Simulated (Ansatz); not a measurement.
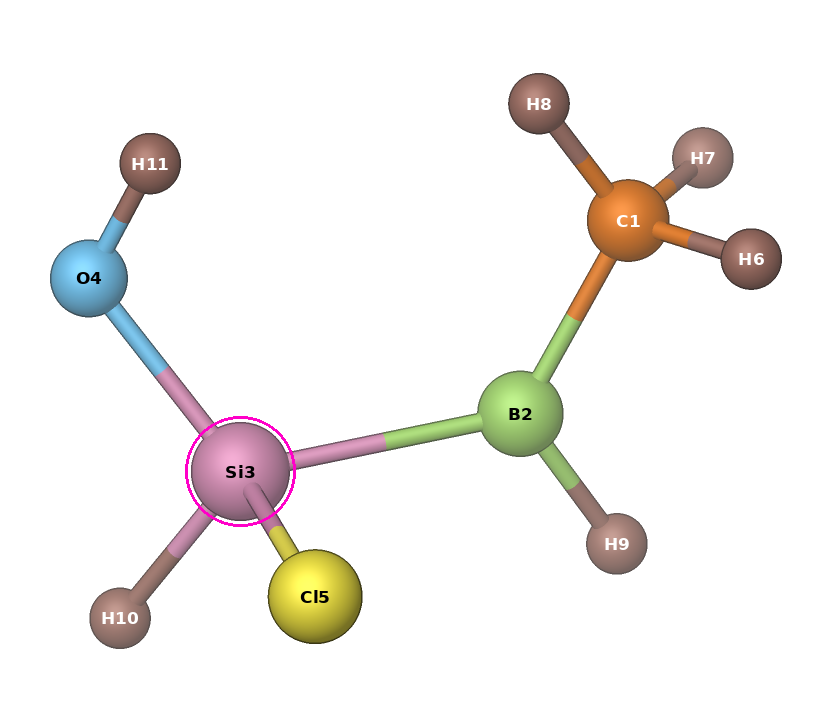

Depth is shown by fading: the farther an atom, the more it takes the colour of the background. Circles mark the stereogenic atoms. Computed geometry: PBE-D4/def2-SVP optimisation. No frequency run is at hand to confirm it as a minimum.

Question: Give the R/S and E/Z labels.

Answer: Si3: R (priorities Cl5 > O4 > B2 > H10).

Question: Write the isomeric SMILES.

Answer: CB[Si@H](O)Cl
